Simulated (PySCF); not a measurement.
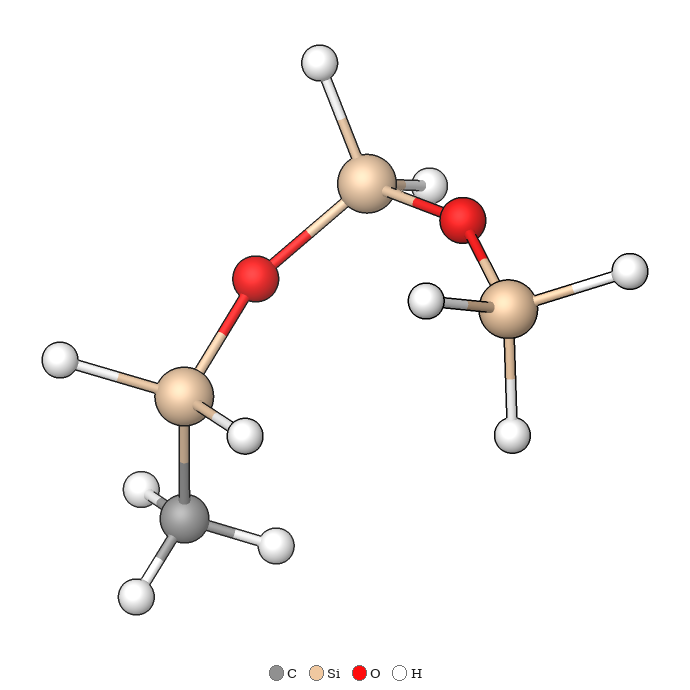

The geometry was computed by an optimisation with PBE0-D3(BJ)/def2-SVP. No frequency run is at hand to confirm it as a minimum.

Draw it as a skeletal formula.

SMILES: C[SiH2]O[SiH2]O[SiH3]

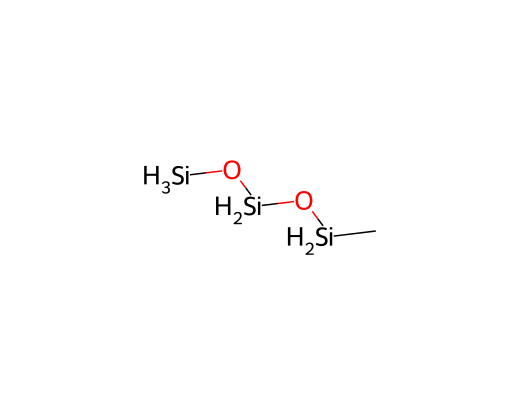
